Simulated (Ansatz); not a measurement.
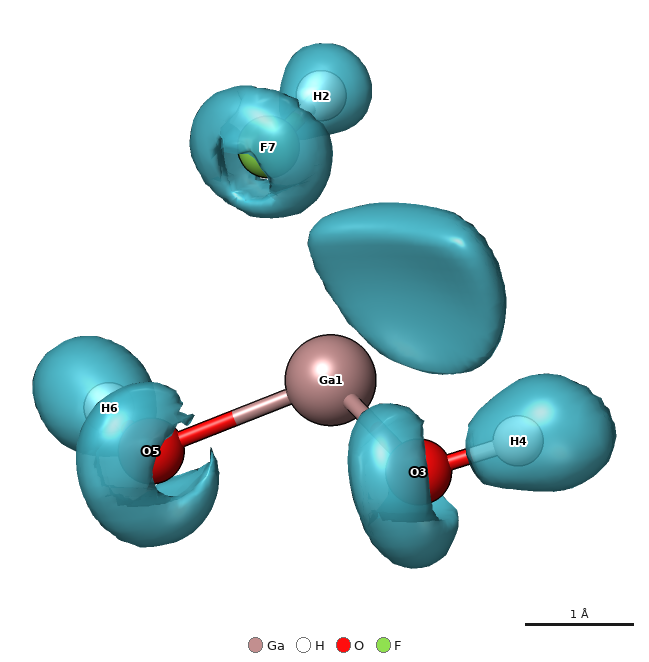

*GaH₂O₂···HF (doublet). Isosurface of the electron localisation function at 0.85 (cyan), seen at a tilt. Only the valence region is drawn (cores and ρ < 0.01 e/Å³ removed).*

Theory: Ansatz, UKS PBE/def2-SVP.

Input file:

```
crystal:
  periodic: [false, false, false]
  atoms:
    - { symbol: Ga, position_ang: [0.048715, 0.110681, -0.295975] }
    - { symbol: H, position_ang: [0.122646, 0.330634, 2.462352] }
    - { symbol: O, position_ang: [1.427507, -0.724974, -1.150135] }
    - { symbol: H, position_ang: [2.289005, -0.348969, -0.885529] }
    - { symbol: O, position_ang: [-1.574726, -0.48125, -0.864701] }
    - { symbol: H, position_ang: [-2.27988, -0.168831, -0.267547] }
    - { symbol: F, position_ang: [-0.243067, -0.515892, 2.335135] }
magnetization:
  spin_polarized: true
  initial_magnetization: 1
basis:
  gaussian: { orbitals: def2-SVP }
hamiltonian:
  xc: pbe
relax:
  f_tol: 0.03
  max_steps: 50
output:
  orbitals: {}
```

Command:

```sh
ansatz run input.yaml --threads 2 --pin off --max-ram 3072MiB --backend cpu --events-out ev --progress --plain --runs-dir out
```

The fields are those of the run's last geometry, not of the input's.

> Where are the electrons localised?

The surface consists of three regions around hydrogen nuclei, one lobe on Ga, pointing away from the bonds (non-bonding electrons), two lobes on O, pointing away from the bonds (non-bonding electrons, which may merge into one lobe) and one region wrapped around F (its valence shell). Along the contacts the grid gives the following. Ga1···F7 (2.50 Å): the ELF dips to about 0.10 between them. Ga–O (1.82 Å): the ELF peaks at about 0.85 in the valence shell of O, 0.6 Å from its nucleus, and is about 0.25 at the midpoint.
